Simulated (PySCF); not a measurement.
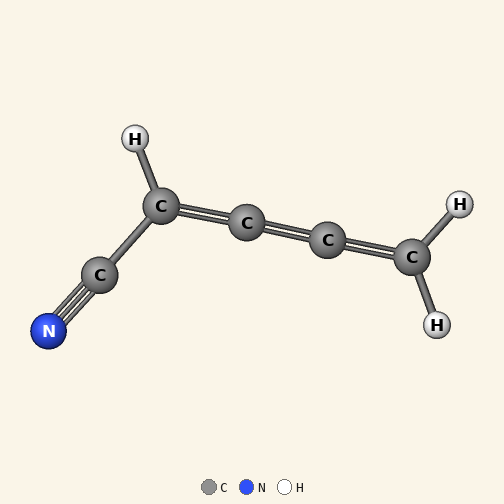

Ball-and-stick drawing of a structure. Double and triple bonds are drawn as two and three sticks.

The computed structure is the end point of a GFN2-xTB optimisation. No frequency run is at hand to confirm it as a minimum.

Question: Count the atoms of each element.

Answer: C5H3N, 9 atoms: 5 carbon, 3 hydrogen and 1 nitrogen.

Question: Write the SMILES.

Answer: C=C=C=CC#N

More results for the same structure follow; atom numbers are the same in all pictures, views and colours differ.

**Symmetry**

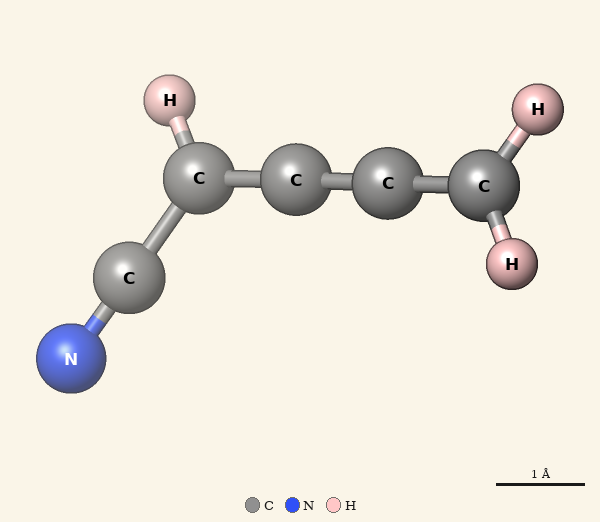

Distant atoms are faded towards the background colour. No frequency run is at hand to confirm it as a minimum. Masses are those of the most abundant isotopes; constants are for the rigid equilibrium geometry.

Question: Classify the rotor and give the rotational constants (GHz).

Answer: An asymmetric top (Cs): A = 18.6, B = 1.60, C = 1.48 GHz. Ray's parameter κ is −0.99, close to the prolate limit.

**Polarisability**

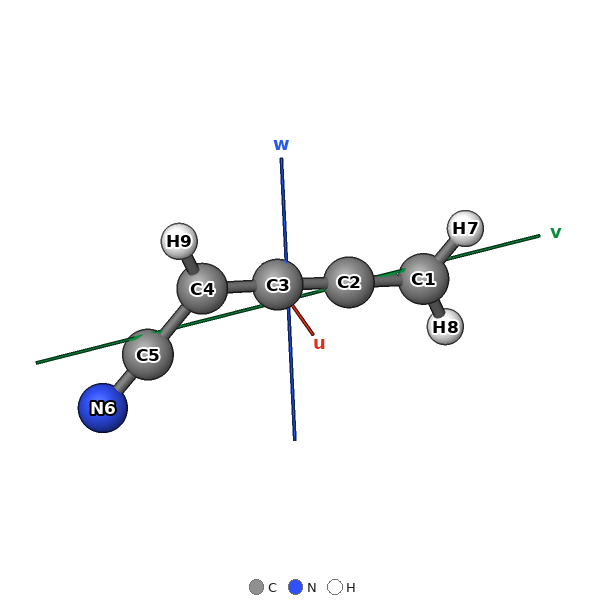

The lines u, v and w are the principal axes of the static dipole polarisability. No frequency run is at hand to confirm it as a minimum. Method: PBE0/def2-SVPD (PySCF 2.14.0).

Question: Along which axis is the molecule most polarisable, and along which least?

Answer: Most along v (in the molecular plane, close to the long direction C1···N6), least along u (normal to the molecular plane).

Question: Give the three principal values.

Answer: u 37.6, v 140.9, w 51.1 bohr³; mean 76.5, anisotropy 97.3 bohr³.

**Excitation**

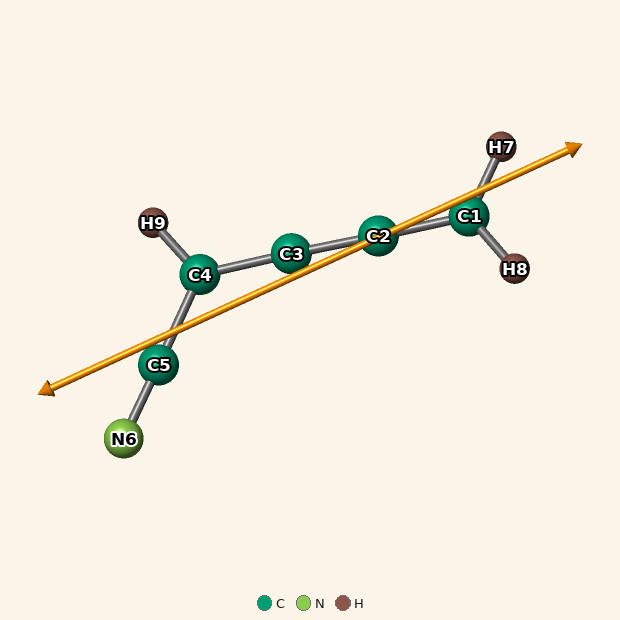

The double arrow shows the direction of the transition dipole to excited singlet state 2 (its length means nothing). No frequency run is at hand to confirm it as a minimum. Level of theory: TDDFT PBE0/def2-SVPD, vertical, gas phase, core orbitals frozen in the response (PySCF 2.14.0).

Question: How is the transition polarised?

Answer: In the molecular plane, close to the long direction C1···N6.

Question: Give its energy, strength and character.

Answer: 4.85 eV (255 nm), oscillator strength 0.59, mainly HOMO → LUMO (weight 0.93); transition dipole 5.66 D.

**NMR shielding**

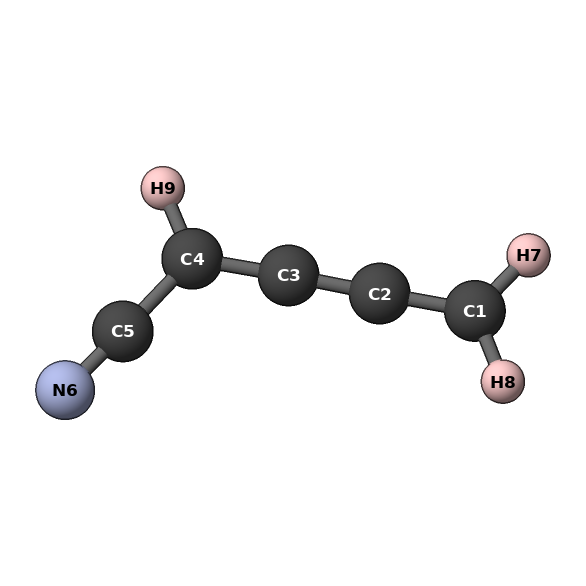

No frequency run is at hand to confirm it as a minimum. Method: GIAO PBE0/pcSseg-1 NMR shielding, non-relativistic, gas phase (PySCF 2.14.0). Principal shieldings σ11 ≤ σ22 ≤ σ33, span Ω = σ33 − σ11, skew κ = 3(σiso − σ22)/Ω.

Question: Which C atom has the most anisotropic shielding?

Answer: C5, with a span of 339 ppm.

Give the shielding tensors of the C atoms.

| atom | σ11 | σ22 | σ33 | σiso | Ω | κ |
| --- | --- | --- | --- | --- | --- | --- |
| C1 | −0.8 | 44.1 | 172.2 | 71.9 | 173.0 | 0.48 |
| C2 | −29.3 | 11.3 | 35.9 | 6.0 | 65.2 | −0.24 |
| C3 | −43.8 | −26.3 | 29.9 | −13.4 | 73.7 | 0.53 |
| C4 | 38.5 | 94.4 | 167.0 | 100.0 | 128.4 | 0.13 |
| C5 | −47.1 | −42.7 | 291.6 | 67.2 | 338.7 | 0.97 |

Shieldings and span in ppm.
